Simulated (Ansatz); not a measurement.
Starting cell, ZnAg (CsCl type):

```yaml
crystal:
  lattice:
    - [6.15371, 0.00000, 0.00000]
    - [3.07686, 3.07686, 0.00000]
    - [0.00000, 0.00000, 3.07686]
  atoms:
    - { symbol: Zn, position: [0.00000, 0.50000, 0.50000] }
    - { symbol: Zn, position: [0.50000, 0.50000, 0.50000] }
    - { symbol: Ag, position: [0.00000, 0.00000, 0.00000] }
    - { symbol: Ag, position: [0.50000, 0.00000, 0.00000] }
```

A phonon eigenvector at M = (0.5, 0.5, 0.0) is frozen into this cell: atom i moves by Q times the vector below, so Q is the largest atomic displacement, in Å. The cell is held. (q is in reciprocal vectors of the primitive cell; the cell shown is doubled to hold the pattern.)

| atom | x | y | z |
|---|---|---|---|
| Zn1 | 0.000 | 0.000 | -1.000 |
| Zn2 | 0.000 | 0.000 | 1.000 |

Atoms not listed stay in place.

Computed with LDA (plane waves to 420 eV, PAW, scalar-relativistic; Ansatz, an electronic-structure program). k mesh 15×15×15 (Γ-centred), Fermi-Dirac smearing 0.05 eV. Energies are smeared free energies. With partly filled bands, energies and forces of such displacements shift with the k mesh and the smearing. ZnAg was relaxed with its symmetry unable to fall. ΔE is measured from the undisplaced structure.

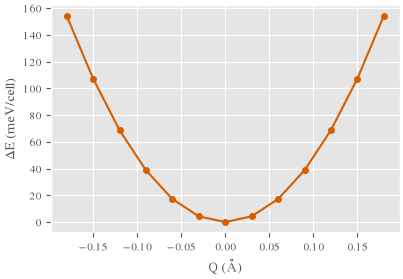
Figure: ΔE (meV/cell) against Q (Å); one marker a computed point.

The energy at Q = 0.180 Å is 154 meV/cell. Shape of the curve: a single well with its minimum at or next to zero displacement. Wavenumber by perturbation theory (DFPT, on another k mesh): 141 cm⁻¹. Space group of the distorted cell: P4/nmm (No. 129), lowered from Pm-3m. Symmetry of the curve: even: the same for both signs.

(A displaced cell: forces are minus the slopes of the energy, force constants its curvatures, and phonons follow from these.)
